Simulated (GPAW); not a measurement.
# GaClF: atomisation calculation

GaClF, multiplicity 2, SMILES [F][Ga][Cl], computed with revPBE/plane waves, UKS, scalar-relativistic datasets (GPAW 26.7.0).

The geometry comes from this level: PBE0-D4/def2-TZVP.

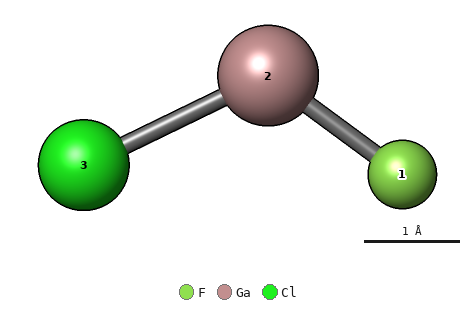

*The structure as given in the input (ball-and-stick view, seen on its broad side; atoms are numbered from 1 in the order of the input). Sticks mark near contacts.*

The input (run.py):
```python
import numpy as np
from ase import Atoms
from ase.units import Bohr
from gpaw import GPAW, PW

# Set up the molecule
positions_bohr = np.array(
              [[ -2.685490,   0.559170,  -1.426365],
               [  0.125478,   1.227566,   0.212027],
               [  2.539603,  -1.909190,   1.189205]])
system = Atoms(['F', 'Ga', 'Cl'], positions=positions_bohr * Bohr)
system.center(vacuum=4.5)
system.set_initial_magnetic_moments([0.333333, 0.333333, 0.333333])

# Calculator
gpaw_calc = GPAW(mode=PW(400),
                 xc='revPBE',
                 occupations={'name': 'fermi-dirac', 'width': 0.01, 'fixmagmom': True},
                 maxiter=100,
                 symmetry='off',
                 txt='run.txt')
system.calc = gpaw_calc

e = system.get_potential_energy()
e_mol = {'revPBE': e}

# Atoms
e_atom = {}
for symbol in sorted(set(system.symbols)):
    atom = Atoms(symbol, cell=system.cell, pbc=system.pbc)
    atom.center()
    atom.calc = GPAW(mode=PW(400),
                     xc='revPBE',
                     maxiter=150,
                     symmetry='off',
                     hund=True,
                     txt=f'{symbol}_atom.txt')
    e = atom.get_potential_energy()
    e_atom[symbol] = {'revPBE': e}

atomisation = {xc: sum(e_atom[x][xc] for x in system.symbols) - e_mol[xc] for xc in e_mol}
for xc, de in atomisation.items():
    print(f'{xc:32} {de:9.3f} eV')
```

Run on 1 thread of Arm Neoverse V1, 24 GiB of memory available, shared host.

Launched with:
```bash
python run.py
```

Log:
```
revPBE                               7.630 eV
```

Key numbers:

| quantity | value |
| --- | --- |
| outcome | converged |
| energy relative to the program's reference atoms | −7.8373 eV |
| atomisation energy | 7.630 eV |
| dipole moment | 2.02 D |
| wall time | 33 s |
| peak memory | 0.66 GiB |
